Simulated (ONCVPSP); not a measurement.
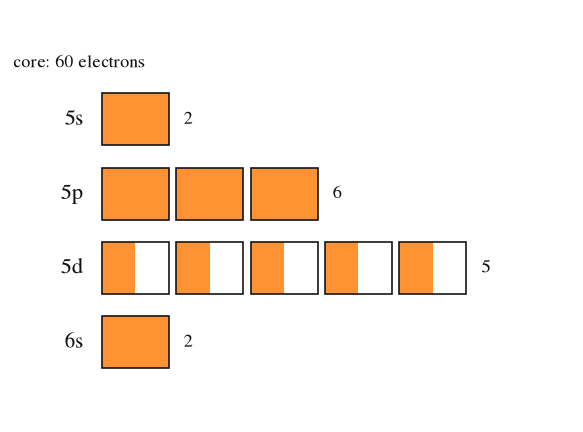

*The valence shells of the reference configuration: a box for each of the 2l + 1 orbitals, shaded by the share of the shell that is filled, with the electron count at the right.*

# Pseudopotential generation, with input and output: Re

System: rhenium (Re, Z = 75), core [Kr] 4d10 4f14, reference valence 5s2 5p6 5d5 6s2, valence charge 15.
Method: ONCV potential, PBEsol, scalar-relativistic, made with ONCVPSP 4.0.1.

Input file:
```
# ATOM AND REFERENCE CONFIGURATION
# atsym  z   nc   nv     iexc    psfile
  Re 75.00   10    4  -116133      upf
#
#   n    l    f
    1    0    2.00
    2    0    2.00
    2    1    6.00
    3    0    2.00
    3    1    6.00
    3    2   10.00
    4    0    2.00
    4    1    6.00
    4    2   10.00
    4    3   14.00
    5    0    2.00
    5    1    6.00
    5    2    5.00
    6    0    2.00
#
# PSEUDOPOTENTIAL AND OPTIMIZATION
# lmax
    2
#
#   l,   rc,      ep,       ncon, nbas, qcut
    0    1.90    0.00    5    9    5.60
    1    1.50    0.00    3    7   10.60
    2    2.20    0.00    4    9    7.20
#
# LOCAL POTENTIAL
# lloc, lpopt,  rc(5),   dvloc0
    4    5    1.30    0.00
#
# VANDERBILT-KLEINMAN-BYLANDER PROJECTORs
# l, nproj, debl
    0    2    1.90
    1    2    0.25
    2    3    3.10
#
# MODEL CORE CHARGE
# icmod, fcfact, rcfact
    3    4.25    1.05
#
# LOG DERIVATIVE ANALYSIS
# epsh1, epsh2, depsh
   -5.00    5.00    0.04
#
# OUTPUT GRID
# rlmax, drl
    6.00    0.01
#
# TEST CONFIGURATIONS
# ncnf
    4
# nvcnf
#   n    l    f
    4
    5    0    2.00
    5    1    6.00
    5    2    5.00
    6    0    1.00
#
    4
    5    0    2.00
    5    1    6.00
    5    2    5.00
    6    0    0.00
#
    4
    5    0    2.00
    5    1    6.00
    5    2    4.00
    6    0    0.00
#
    4
    5    0    2.00
    5    1    6.00
    5    2    6.00
    6    0    1.00
#
```

Launched with:
```bash
oncvpsp.x < Re.dat > Re.out
```

The program's output (extracts):
```
ONCVPSP  (Optimized Norm-Conservinng Vanderbilt PSeudopotential)
scalar-relativistic version 4.0.1

#   n    l    f        energy (Ha)
    1    0    2.00    -2.6327733E+03
    2    0    2.00    -4.5648140E+02
    2    1    6.00    -3.9837527E+02
    3    0    2.00    -1.0567574E+02
    3    1    6.00    -8.8545952E+01
    3    2   10.00    -6.9129494E+01
    4    0    2.00    -2.2040943E+01
    4    1    6.00    -1.6422504E+01
    4    2   10.00    -9.3772899E+00
    4    3   14.00    -1.5561637E+00
    5    0    2.00    -3.1344368E+00
    5    1    6.00    -1.7283883E+00
    5    2    5.00    -1.9840145E-01
    6    0    2.00    -2.1979029E-01

Reference configufation results
  iterations    30
  all-electron total energy (Ha)   -1.66873825D+04

Begin loop to  construct optimized pseudo wave functions
and semi-local pseudopoentials for all angular momenta

Calculating optimized projector #   1

 for l=   0

    Fraction of norm inside rc  0.982684
    Optimizing pswf for qcut=   5.61 a_B^-1,  ecut=  15.74 Ha
    Residual kinetic energy error=  2.68D-04 Ha

    Energy error per electron        Cutoff
         Ha          eV             Ha
         0.01000     0.27211        5.97
         0.00100     0.02721       13.32
         0.00010     0.00272       35.58
         0.00001     0.00027       63.20

Calculating optimized projector #   2

 for l=   0

    Fraction of norm inside rc  0.114408
    Optimizing pswf for qcut=   5.61 a_B^-1,  ecut=  15.74 Ha
    Residual kinetic energy error=  2.89D-04 Ha

    Energy error per electron        Cutoff
         Ha          eV             Ha
         0.01000     0.27211        4.88
         0.00100     0.02721       13.23
         0.00010     0.00272       25.29
         0.00001     0.00027       70.90

WARNING wellstate: negative energy specified for n= 6 l=  1
WARNING scattering state with energy  0.25000000
WARNING will be used for the first projector

   Wellstate for l =  1  n =  6
     eigenvalue =   0.2500
     asymptotic potential =   0.7500
     half-point radius =  3.5570

Calculating optimized projector #   1

 for l=   1

    Fraction of norm inside rc  0.787423
    Optimizing pswf for qcut=  10.61 a_B^-1,  ecut=  56.31 Ha
    Residual kinetic energy error=  8.48D-08 Ha

    Energy error per electron        Cutoff
         Ha          eV             Ha
         0.01000     0.27211       26.76
         0.00100     0.02721       35.18
         0.00010     0.00272       41.76
         0.00001     0.00027       46.99

Calculating optimized projector #   2

 for l=   1

    Fraction of norm inside rc  0.073677
    Optimizing pswf for qcut=  10.61 a_B^-1,  ecut=  56.31 Ha
    Residual kinetic energy error=  1.96D-08 Ha

    Energy error per electron        Cutoff
         Ha          eV             Ha
         0.01000     0.27211       20.82
         0.00100     0.02721       31.28
         0.00010     0.00272       38.90
         0.00001     0.00027       45.04

   Wellstate for l =  2  n =  8
     eigenvalue =   2.9016
     asymptotic potential =   3.4016
     half-point radius =  4.5258

   Wellstate for l =  2  n =  9
     eigenvalue =   6.0016
     asymptotic potential =   6.5016
     half-point radius =  3.9301

Calculating optimized projector #   1

 for l=   2

    Fraction of norm inside rc  0.701535
    Optimizing pswf for qcut=   7.20 a_B^-1,  ecut=  25.91 Ha
    Residual kinetic energy error=  4.81D-08 Ha

    Energy error per electron        Cutoff
         Ha          eV             Ha
         0.01000     0.27211       11.71
         0.00100     0.02721       15.57
         0.00010     0.00272       18.64
         0.00001     0.00027       21.39

Calculating optimized projector #   2

 for l=   2

    Fraction of norm inside rc  0.140459
    Optimizing pswf for qcut=   7.20 a_B^-1,  ecut=  25.91 Ha
    Residual kinetic energy error=  2.78D-07 Ha

    Energy error per electron        Cutoff
         Ha          eV             Ha
         0.01000     0.27211       12.97
         0.00100     0.02721       16.77
         0.00010     0.00272       19.93
         0.00001     0.00027       22.55

Calculating optimized projector #   3

 for l=   2

    Fraction of norm inside rc  0.114295
    Optimizing pswf for qcut=   7.20 a_B^-1,  ecut=  25.91 Ha
    Residual kinetic energy error=  1.58D-06 Ha

    Energy error per electron        Cutoff
         Ha          eV             Ha
         0.01000     0.27211       15.87
         0.00100     0.02721       19.88
         0.00010     0.00272       22.37
         0.00001     0.00027       24.27

Construct Vanderbilt / Kleinmman-Bylander projectors

B matrix Hermiticity error, ll=   0
   1   2    4.1696E-04

  Orthonormal projector coefficients  9.5242E+00  1.8427E+00

B matrix Hermiticity error, ll=   1
   1   2    2.9771E-04

  Orthonormal projector coefficients  1.0285E+01  8.4207E-01

B matrix Hermiticity error, ll=   2
   1   2    2.2678E-04
   1   3   -3.5689E-04
   2   3    2.3136E-04

  Orthonormal projector coefficients  5.4412E+00  1.2547E+00  1.1320E-01

Model core correction analysis
  based on d2Exc/dn_idn_j

d2excae - all-electron derivatives

   -2.811678D-02   -2.456001D-02   -1.121933D-02   -1.683437D-03
   -2.456004D-02   -2.448967D-02   -1.464271D-02   -2.666980D-03
   -1.121939D-02   -1.464273D-02   -1.755340D-02   -1.203430D-02
   -1.683427D-03   -2.666860D-03   -1.203236D-02   -2.372784D-02

d2excps - pseudofunction derivatives with no core correction

   -5.481985D-02   -3.292216D-02   -1.351233D-02   -4.124890D-03
   -3.292205D-02   -3.267069D-02   -1.733357D-02   -3.183206D-03
   -1.351250D-02   -1.733375D-02   -1.855155D-02   -1.222240D-02
   -4.127319D-03   -3.183132D-03   -1.222044D-02   -2.396915D-02

rms 2nd derivative error    7.739598E-03

rmatch, rhocmatch    0.9123   11.5726

Teter function model core charge with specified parameters

d2excps - pseudofunction derivatives with core correction

   -3.580067D-02   -2.821274D-02   -1.234445D-02   -2.412213D-03
   -2.821264D-02   -3.032087D-02   -1.677334D-02   -2.822549D-03
   -1.234456D-02   -1.677352D-02   -1.845348D-02   -1.212919D-02
   -2.412245D-03   -2.822436D-03   -1.212724D-02   -2.381159D-02

rms 2nd derivative error    2.886246E-03

Pseudoatom total energy  -79.469452

Diagnostic tests using Vanderbilt-Kleinman-Bylander pseudopotentials
  1 or more projectors used as specified by nproj input data

   l    rcore       rmatch      e in        delta e   norm test  slope test

   0   1.9040057   1.9618155  -3.1344368   0.0000027   1.0002280   1.0002066
   0   1.9040057   1.9618155  -0.2197903   0.0000019   1.0000326   1.0000255

   1   1.5078113   1.5535918  -1.7283883  -0.0000107   1.0001689   1.0001866
   1   1.5078113   1.5535918   0.2500000   0.0000223   1.0004172   1.0004172

   2   2.2111478   2.2782830  -0.1984014   0.0000021   1.0000634   1.0000784
   2   2.2111478   2.2782830   2.9015985   0.0000523   1.0002092   1.0002092
   2   2.2111478   2.2782830   6.0015985   0.0000811   1.0004532   1.0004532

 Testing for bound ghosts
   n   l    E NL Schr. Eq   E Basis Diag.   E Cutoff

   1   0       -3.134434       -3.134434     97.08
   2   0       -0.219788       -0.199481     97.08

   2   1       -1.728399       -1.728348     98.09

   3   2       -0.198399       -0.197513    113.39

 Testing for highly-localized positive-energy ghosts
       l    <radius>/rc     E Basis Diag.   E Cutoff

       0        0.976641        4.536625     97.08  WARNING - GHOST(+)

Test configuration 0

   n   l     f        eae           eps        diff
   1   0  2.0000-2632.77327382
   2   0  2.0000 -456.48140006
   2   1  6.0000 -398.37526985
   3   0  2.0000 -105.67574444
   3   1  6.0000  -88.54595182
   3   2 10.0000  -69.12949373
   4   0  2.0000  -22.04094330
   4   1  6.0000  -16.42250364
   4   2 10.0000   -9.37728986
   4   3 14.0000   -1.55616369
   5   0  2.0000   -3.13443680   -3.13443413    2.67D-06
   5   1  6.0000   -1.72838830   -1.72839899   -1.07D-05
   5   2  5.0000   -0.19840145   -0.19839934    2.11D-06
   6   0  2.0000   -0.21979029   -0.21978838    1.92D-06

    Total energies and differences
      AE_ref= -1.66873825D+04  AE_tst= -1.66873825D+04  dif=  0.00D+00
      PS_ref= -7.94694517D+01  PS_tst= -7.94694517D+01  dif=  5.68D-14
      PSP excitation error= -5.68D-14

Test configuration 1

   n   l     f        eae           eps        diff
   1   0  2.0000-2633.06096164
   2   0  2.0000 -456.76697682
   2   1  6.0000 -398.66090924
   3   0  2.0000 -105.96163718
   3   1  6.0000  -88.83184712
   3   2 10.0000  -69.41522810
   4   0  2.0000  -22.32698206
   4   1  6.0000  -16.70850695
   4   2 10.0000   -9.66318021
   4   3 14.0000   -1.84202945
   5   0  2.0000   -3.42070471   -3.42255587   -1.85D-03
   5   1  6.0000   -2.01558219   -2.01587129   -2.89D-04
   5   2  5.0000   -0.47732591   -0.47725538    7.05D-05
   6   0  1.0000   -0.46779349   -0.46793451   -1.41D-04

    Total energies and differences
      AE_ref= -1.66873825D+04  AE_tst= -1.66870410D+04  dif=  3.42D-01
      PS_ref= -7.94694517D+01  PS_tst= -7.91277573D+01  dif=  3.42D-01
      PSP excitation error= -1.81D-04

Test configuration 2

   n   l     f        eae           eps        diff
   1   0  2.0000-2633.38886890
   2   0  2.0000 -457.09201670
   2   1  6.0000 -398.98604385
   3   0  2.0000 -106.28677666
   3   1  6.0000  -89.15699144
   3   2 10.0000  -69.74020279
   4   0  2.0000  -22.65221654
   4   1  6.0000  -17.03369353
   4   2 10.0000   -9.98821076
   4   3 14.0000   -2.16689265
   5   0  2.0000   -3.74530293   -3.75016348   -4.86D-03
   5   1  6.0000   -2.34027928   -2.34116855   -8.89D-04
   5   2  5.0000   -0.78814568   -0.78804519    1.00D-04

    Total energies and differences
      AE_ref= -1.66873825D+04  AE_tst= -1.66864403D+04  dif=  9.42D-01
      PS_ref= -7.94694517D+01  PS_tst= -7.85266514D+01  dif=  9.43D-01
      PSP excitation error= -6.40D-04

Test configuration 3

   n   l     f        eae           eps        diff
   1   0  2.0000-2633.88196057
   2   0  2.0000 -457.58693266
   2   1  6.0000 -399.48097389
   3   0  2.0000 -106.77896430
   3   1  6.0000  -89.64918747
   3   2 10.0000  -70.23290209
   4   0  2.0000  -23.14361721
   4   1  6.0000  -17.52513951
   4   2 10.0000  -10.47974135
   4   3 14.0000   -2.65739044
   5   0  2.0000   -4.22898858   -4.23569659   -6.71D-03
   5   1  6.0000   -2.81395529   -2.81598189   -2.03D-03
   5   2  4.0000   -1.21597007   -1.21622398   -2.54D-04

    Total energies and differences
      AE_ref= -1.66873825D+04  AE_tst= -1.66854423D+04  dif=  1.94D+00
      PS_ref= -7.94694517D+01  PS_tst= -7.75284061D+01  dif=  1.94D+00
      PSP excitation error= -8.47D-04

Test configuration 4

   n   l     f        eae           eps        diff
   1   0  2.0000-2632.69472584
   2   0  2.0000 -456.39912857
   2   1  6.0000 -398.29311348
   3   0  2.0000 -105.59442718
   3   1  6.0000  -88.46463823
   3   2 10.0000  -69.04783411
   4   0  2.0000  -21.95978592
   4   1  6.0000  -16.34124996
   4   2 10.0000   -9.29580176
   4   3 14.0000   -1.47483210
   5   0  2.0000   -3.05513302   -3.05734877   -2.22D-03
   5   1  6.0000   -1.65437774   -1.65448233   -1.05D-04
   5   2  6.0000   -0.14814689   -0.14802695    1.20D-04
   6   0  1.0000   -0.19596220   -0.19615493   -1.93D-04

    Total energies and differences
      AE_ref= -1.66873825D+04  AE_tst= -1.66873475D+04  dif=  3.49D-02
      PS_ref= -7.94694517D+01  PS_tst= -7.94342097D+01  dif=  3.52D-02
      PSP excitation error= -3.18D-04
```

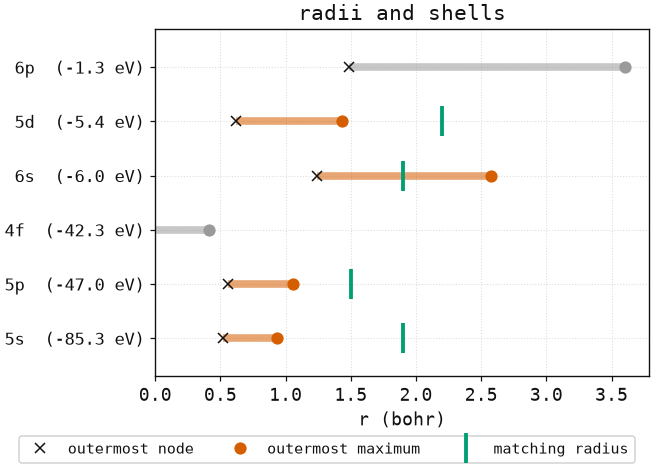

*Outer shells of the all-electron reference atom: each bar runs from the outermost node (or the nucleus) to the outermost maximum of u(r); the tick is the radius chosen for the pseudo-wave. Shells without a tick have no pseudo-wave of their own. Levels, nodes and maxima are from ld1.x, scalar-relativistic.*

- Radii against the shells: 5s: 1.90 bohr, outside the maximum; 5p: 1.50 bohr, outside the maximum; 6s: 1.90 bohr, between node and maximum; 5d: 2.20 bohr, outside the maximum.

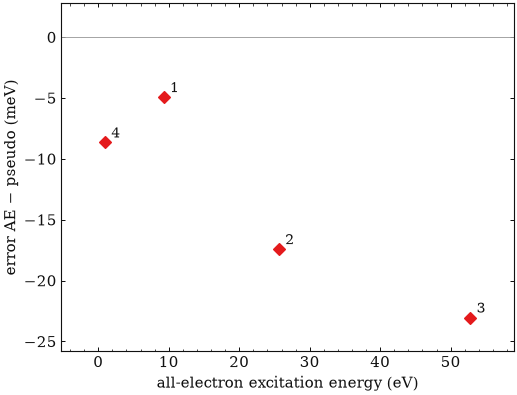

*Errors, all-electron minus pseudo, of the energies of valence configurations relative to the unpolarised reference 5s2 5p6 5d5 6s2. Points: 1 = 5s2 5p6 5d5 6s1; 2 = 5s2 5p6 5d5 6s0; 3 = 5s2 5p6 5d4 6s0; 4 = 5s2 5p6 5d6 6s1.*

- Worst configuration: 5s2 5p6 5d4 6s0 (charge +3): the error is -23 meV on an all-electron energy of +52.80 eV relative to the reference, or 0.044 %.

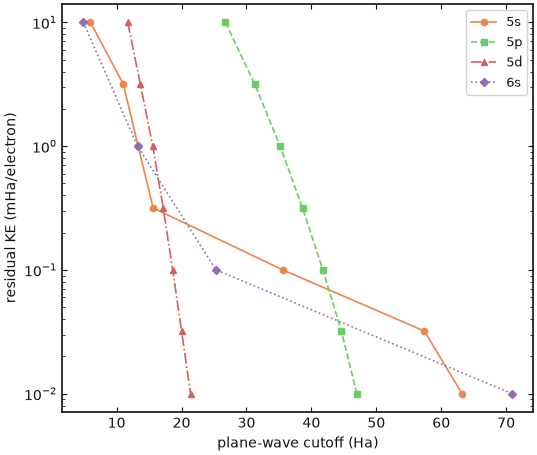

*Residual kinetic energy of the pseudo-waves (the first of each channel, and further valence shells) beyond the plane-wave cutoff, as the generator prints it.*

- Cutoffs for the occupied states: 35 Ha for 1 mHa and 42 Ha for 0.1 mHa per electron. The first is set by 5p.
- Hardest wave at 1 mHa per electron: 5p, with rc = 1.50 bohr and qcut = 10.6 1/bohr. The optimisation minimises, but can't always remove, the kinetic energy above qcut²/2 = 56.2 Ha, and a larger rc would as a rule soften the wave at some cost in transferability.
- Cutoffs for 1 mHa per electron: 5p: 35 Ha; 5d: 16 Ha; 5s: 13 Ha; 6s: 13 Ha.

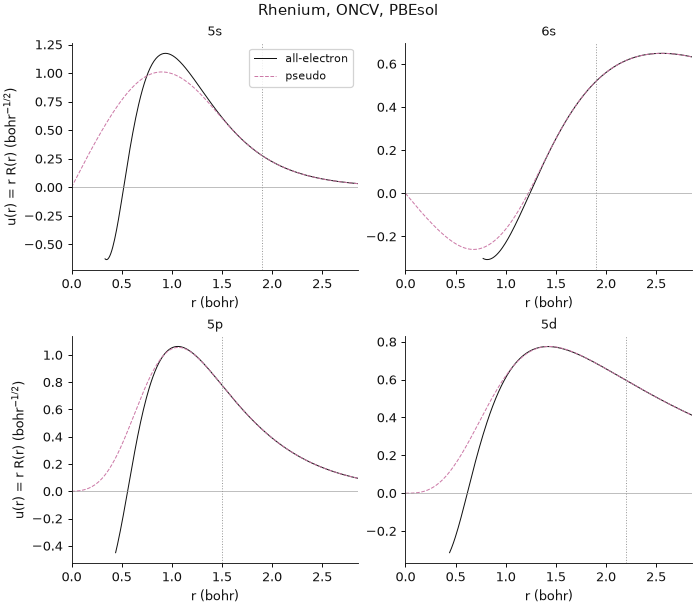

*Partial waves u(r) = r R(r), all-electron (solid) and pseudo (dashed). Dotted lines mark the matching radii. The innermost oscillations of some all-electron curves aren't drawn.*

Pseudo-waves: 5s has no node; 6s has a node at about 1.2 bohr; 5p has no node; 5d has no node. A node in 6s is expected, since a lower shell of the same l is also in the valence and the two must stay orthogonal.

Summary:

- outcome: generated
- cutoffs needed: 35 Ha and 42 Ha (the cutoffs at which the residual kinetic energy of the hardest occupied pseudo-wave falls to 1 and 0.1 mHa per electron)
- ghost test: no bound ghost flagged; GHOST(+) flagged for s at 123.4 eV
- largest excitation error: -23 meV (all-electron minus pseudo) for 5s2 5p6 5d4 6s0, out of 4 test configurations
- rms error of d²Exc/dni dnj: 7.74 mHa without and 2.89 mHa with the model core
- range over which the phases arctan(r R′/R) at the test radius agree within 0.05 rad (a looser test near the poles than one of phase shifts): s: up to about 4.1 Ha; p: over the whole range computed; d: over the whole range computed; f: not judged, local potential alone
- hardware: 1 CPU thread, shared host
- wall time: 4.8 s

Remarks:

Warnings of the program, in the generation or the tests: wellstate: negative energy specified for n= 6 l= 1.
